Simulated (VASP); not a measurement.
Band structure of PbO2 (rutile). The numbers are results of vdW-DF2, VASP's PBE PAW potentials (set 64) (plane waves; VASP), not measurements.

Unless said otherwise, spin-orbit coupling is left out, though it shifts the bands of the heavy elements here.

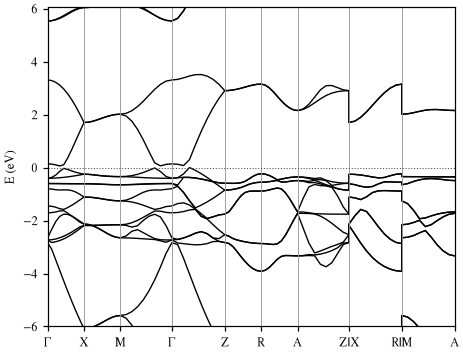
Figure: Bands along high-symmetry lines, zero at the valence-band maximum or, without a gap, the Fermi level

Question: Read the plot: is there a gap, and where are the band edges?

Answer: The gap is indirect, 0.06 eV, from the valence maximum at Γ-Z at 0.33 to the conduction minimum at Γ-X at 0.33. (Edges off the drawn lines would not show.)

The compound is PbO2 in the rutile structure. It was relaxed first, which changed the volume by +14 %.
